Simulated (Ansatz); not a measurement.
**SiH3+ (triplet): one geometry, many settings at distance Si1–H3 = 2.314 Å**

What do other methods and options give for SiH3+ (triplet) at this geometry, and how long do they take?

Computed with Ansatz 0.2.0, Gaussian basis. Level: the settings change from run to run.

15 further runs of the same task are left out: 11 that didn't finish, 4 set aside as unsound or not needed.

## (1) What is computed

The geometry derives from a PBE0/def2-TZVP stationary point (not a proven minimum). One bond is set to the value named and the two fragments are kept rigid.

4 atoms, charge 1, spin multiplicity 3.

Atoms are counted from 1 here; the program's logs count them from 0.

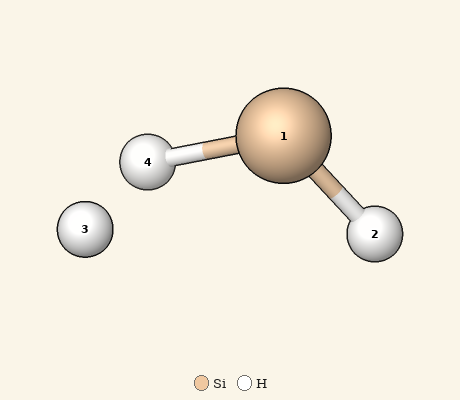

The geometry (silicon light orange, hydrogen white); atoms are numbered from 1 in the order of the file.

## (2) BCCD/cc-pVDZ

in.yaml

```yaml
crystal:
  periodic: [false, false, false]
  atoms:
    - {symbol: Si, position_ang: [-0.005209, 0.072363, -0.097531]}
    - {symbol: H, position_ang: [-0.005209, -1.220784, -0.842263]}
    - {symbol: H, position_ang: [0.594897, -0.470497, 2.070365]}
    - {symbol: H, position_ang: [-0.444530, -0.325049, 1.489523]}
basis:
  gaussian: {orbitals: cc-pVDZ, fitting: {mean_field: def2-universal-jkfit}}
total_charge: 1
magnetization: {spin_polarized: false, initial_magnetization: 2}
hamiltonian: {xc: {name: r2SCAN}}
correlation: {method: bccd, electrons: valence}
```

Run with:

```sh
$ ansatz run in.yaml --threads 1 --pin off --events-out ev --progress --plain --max-ram 2393MiB
```

The log of the run (excerpt; [...] marks lines left out):

```text
Functional definition: r2SCAN
  name "r2SCAN"
  cite "Furness, Kaplan, Ning, Perdew & Sun, J. Phys. Chem. Lett. 11, 8208 (2020) doi:10.1021/acs.jpclett.0c02405"
  cite "Furness, Kaplan, Ning, Perdew & Sun, J. Phys. Chem. Lett. 11, 9248 (2020) doi:10.1021/acs.jpclett.0c03077"
  parent r2scan
[...]
182 factors; integrals over basis functions are off by at most 5.1e-1 eV
[...]
mean field -7911.88152041 eV, -290.7562830090 hartree, gradient 2.9e-6 eV, S^2 2.000000; 0 other end points of the search recorded, 0 dependent functions left out
[...]
5 core orbitals not correlated: weight in the atoms' cores, before any rotation towards them, 1.000 or more for the frozen orbitals, at most 0.000 for the correlated occupied ones
reference -7896.42482001 eV, -290.1882597463 hartree; 4, 2 occupied and 24, 26 virtual orbitals, 182 factors
second order -2.36849752 eV of doubles, -0.18800346 eV of singles
cycle   1  -3.00431063 eV  change   -4.5e-1 eV  update   5.7e-2
[...]
cycle  13  -3.20545223 eV  change    3.8e-6 eV  update   4.5e-6
Total energy: -7899.63027224 eV, -290.3060579431 hartree
```

Wall time 1.4 s (1 thread of AMD EPYC 7B13, shared host).

From the report: correlation -3.2055 eV; largest double amplitude 0.05.

## (3) CISDT/cc-pVDZ

in.yaml, as its differences from that of step 2:

```diff
@@ -11,3 +11,5 @@
 magnetization: {spin_polarized: false, initial_magnetization: 2}
-hamiltonian: {xc: {name: r2SCAN}}
-correlation: {method: bccd, electrons: valence}
+hamiltonian: {pseudopotentials: {relativity: scalar}}
+correlation: {active_space: {ras: {orbitals: [2, 2, 24], electrons: 6, max_holes: 3, max_particles: 3}, fixed_orbitals: true}}
+scf: {lower_state_search: full}
+output: {forces: true}
```

Launched as before.

The log of the run (excerpt; [...] marks lines left out):

```text
Functional definition: HF
  name "HF"
  cite "Fock, Z. Phys. 61, 126 (1930) doi:10.1007/BF01340294"
  parent pbe
[...]
182 factors; integrals over basis functions are off by at most 5.1e-1 eV
[...]
mean field -7911.40657135 eV, -290.7388289531 hartree, gradient 7.3e-7 eV, S^2 2.000000; 6 other end points of the search recorded, 0 dependent functions left out
reference -7911.40657135 eV, -290.7388289531 hartree; 9, 7 occupied and 24, 26 virtual orbitals, 182 factors
state -7914.46501564 eV, -290.8512247078 hartree
[...]
Total energy: -7914.46501564 eV, -290.8512247078 hartree
Relativity: scalar
Atom 0 at    -0.005209     0.072363    -0.097531 Å, force     0.202314    -0.336680     1.508042 eV/Å
Atom 1 at    -0.005209    -1.220784    -0.842263 Å, force     0.062837    -0.131940    -0.255379 eV/Å
Atom 2 at     0.594897    -0.470497     2.070365 Å, force    -1.642338     0.451081    -1.897071 eV/Å
Atom 3 at    -0.444530    -0.325049     1.489523 Å, force     1.377187     0.017539     0.644409 eV/Å
Dipole moment:     0.035986    -0.039675     0.217984 e Å
```

Wall time 2.1 s (1 thread of AMD EPYC 7B13, shared host).

From the report: 337,808 determinants.

## (4) HF/6-31++G**

in.yaml

```yaml
crystal:
  periodic: [false, false, false]
  atoms:
    - {symbol: Si, position_ang: [-0.005209, 0.072363, -0.097531]}
    - {symbol: H, position_ang: [-0.005209, -1.220784, -0.842263]}
    - {symbol: H, position_ang: [0.594897, -0.470497, 2.070365]}
    - {symbol: H, position_ang: [-0.444530, -0.325049, 1.489523]}
basis:
  gaussian: {orbitals: "6-31++G**"}
total_charge: 1
magnetization: {spin_polarized: true, initial_magnetization: 2}
hamiltonian: {xc: hf, pseudopotentials: {relativity: none}}
output: {orbitals: {seedname: orbitals}}
```

The command is unchanged.

The log of the run:

```text
Functional definition: HF
  name "HF"
  cite "Fock, Z. Phys. 61, 126 (1930) doi:10.1007/BF01340294"
  parent pbe
  exchange = exact_x
  correlation = 0
365 factors; integrals over basis functions are off by at most 1.1e-3 eV
mean field evaluation 1: about -7895.4950 eV, gradient 6.9e0 eV
mean field evaluation 2: about -7895.5004 eV, gradient 6.9e0 eV
mean field evaluation 4: about -7896.2226 eV, gradient 1.1e0 eV
mean field evaluation 8: about -7896.2733 eV, gradient 6.7e-2 eV
mean field evaluation 16: about -7895.9242 eV, gradient 1.4e0 eV
mean field evaluation 32: about -7896.0642 eV, gradient 1.0e0 eV
mean field -7896.27342103 eV, -290.1826959364 hartree, gradient 1.7e-5 eV, S^2 2.053807; 0 other end points of the search recorded, 0 dependent functions left out
reference -7896.27342103 eV, -290.1826959364 hartree; 9, 7 occupied and 32, 34 virtual orbitals, 365 factors
Total energy: -7896.27342103 eV, -290.1826959364 hartree
```

Run time: 0.27 s. Hardware: 1 thread of AMD EPYC 7B13, shared host.

From the report: ⟨S²⟩ of the determinant 2.054 (pure triplet: 2.00).

## (5) CCSDT(Q) on ROHF/cc-pVDZ

in.yaml

```yaml
crystal:
  periodic: [false, false, false]
  atoms:
    - {symbol: Si, position_ang: [-0.005209, 0.072363, -0.097531]}
    - {symbol: H, position_ang: [-0.005209, -1.220784, -0.842263]}
    - {symbol: H, position_ang: [0.594897, -0.470497, 2.070365]}
    - {symbol: H, position_ang: [-0.444530, -0.325049, 1.489523]}
basis:
  gaussian: {orbitals: cc-pVDZ}
total_charge: 1
magnetization: {spin_polarized: false, initial_magnetization: 2}
correlation: {method: ccsdt_q, electrons: valence}
```

Launched as before.

The log of the run (excerpt; [...] marks lines left out):

```text
Functional definition: HF
  name "HF"
  cite "Fock, Z. Phys. 61, 126 (1930) doi:10.1007/BF01340294"
  parent pbe
[...]
616 factors; integrals over basis functions are off by at most 1.7e-7 eV
[...]
mean field -7896.64496730 eV, -290.1963500102 hartree, gradient 1.5e-6 eV, S^2 2.000000; 3 other end points of the search recorded, 0 dependent functions left out
[...]
determinant -7896.64496730 eV, -290.1963500102 hartree, with singles and doubles -7899.66320035 eV, -290.3072680290 hartree
determinant -7894.66499789 eV, -290.1235874764 hartree, with singles and doubles -7897.81517535 eV, -290.2393543628 hartree
5 core orbitals not correlated: weight in the atoms' cores, before any rotation towards them, 1.000 or more for the frozen orbitals, at most 0.000 for the correlated occupied ones
reference -7896.64496730 eV, -290.1963500102 hartree; 4, 2 occupied and 24, 26 virtual orbitals, 616 factors
second order -2.21604933 eV of doubles, -0.04877370 eV of singles
cycle   1  -2.75169274 eV  change   -4.9e-1 eV  update   6.8e-2
[...]
cycle  20  -3.12676756 eV  change    3.1e-7 eV  update   2.5e-7
perturbative correction -0.00218480 eV, -0.0000802898 hartree
Total energy: -7899.77391966 eV, -290.3113368884 hartree
```

It took 3.4 s on 1 thread of AMD EPYC 7B13, shared host.

From the report: correlation -3.1290 eV; T1 0.036; largest double amplitude 0.07.

## (6) CCSD(T) on ROHF/cc-pVDZ

in.yaml, as its differences from that of step 5:

```diff
@@ -11,2 +11,4 @@
 magnetization: {spin_polarized: false, initial_magnetization: 2}
-correlation: {method: ccsdt_q, electrons: valence}
+correlation: {method: ccsd_t, electrons: all}
+accuracy: high
+output: {forces: true}
```

Same command.

The log of the run (excerpt; [...] marks lines left out):

```text
Functional definition: HF
  name "HF"
  cite "Fock, Z. Phys. 61, 126 (1930) doi:10.1007/BF01340294"
  parent pbe
[...]
682 factors; integrals over basis functions are off by at most 3.4e-9 eV
[...]
mean field -7896.64496732 eV, -290.1963500109 hartree, gradient 2.6e-8 eV, S^2 2.000000; 3 other end points of the search recorded, 0 dependent functions left out
determinant -7896.64496732 eV, -290.1963500109 hartree, with singles and doubles -7899.82004479 eV, -290.3130319556 hartree
determinant -7894.66499792 eV, -290.1235874775 hartree, with singles and doubles -7897.97126241 eV, -290.2450904565 hartree
reference -7896.64496732 eV, -290.1963500109 hartree; 9, 7 occupied and 24, 26 virtual orbitals, 682 factors
second order -2.37878914 eV of doubles, -0.04924494 eV of singles
cycle   1  -3.17488658 eV  change    1.9e-4 eV  update   2.1e-3
[...]
cycle  22  -3.17556927 eV  change   6.1e-10 eV  update   1.9e-9
perturbative correction -0.08413170 eV, -0.0030917830 hartree
[...]
Total energy: -7899.90466829 eV, -290.3161418120 hartree
Atom 0 at    -0.005209     0.072363    -0.097531 Å, force     0.205200    -0.329528     1.497245 eV/Å
Atom 1 at    -0.005209    -1.220784    -0.842263 Å, force     0.061491    -0.131630    -0.245984 eV/Å
Atom 2 at     0.594897    -0.470497     2.070365 Å, force    -1.673758     0.454587    -1.915422 eV/Å
Atom 3 at    -0.444530    -0.325049     1.489523 Å, force     1.407067     0.006570     0.664161 eV/Å
Dipole moment:     0.038133    -0.039935     0.226047 e Å
```

Wall time 6.5 s (1 thread of AMD EPYC 7B13, shared host).

From the report: correlation -3.2597 eV; T1 0.021; largest double amplitude 0.06.

## (7) The runs in one table

Where basis and cores are those of an earlier FCI/cc-pVDZ run (-7899.7745 eV), and the state is the same kind, the miss against it is given.

| level | correlated | functions | energy (eV) | from FCI (meV) | time |
| --- | --- | --- | --- | --- | --- |
| BCCD/cc-pVDZ (on r2SCAN orbitals) | valence | 33 | -7899.6303 | 144.2 | 1.4 s |
| CISDT/cc-pVDZ (relativity set) | outside noble gas | 33 | -7914.4650 |  | 2.1 s |
| HF/6-31++G** |  | 41 | -7896.2734 |  | 0.27 s |
| CCSDT(Q) on ROHF/cc-pVDZ | valence | 33 | -7899.7739 | 0.6 | 3.4 s |
| CCSD(T) on ROHF/cc-pVDZ | all | 33 | -7899.9047 |  | 6.5 s |

## (8) Outcome

```
quantity                           value
    runs                               5
quickest            HF/6-31++G**, 0.27 s
 slowest  CCSD(T) on ROHF/cc-pVDZ, 6.5 s
```

In words: Total energies in different bases, with other cores or another treatment of relativity can't be set against each other. CCSD(T) on ROHF/cc-pVDZ took 24 times as long as HF/6-31++G**; the jobs differ in more than the method. Among the correlated runs with a miss given, it spans +1 to +144 meV. Cores frozen from Kohn-Sham orbitals shift the total energy.
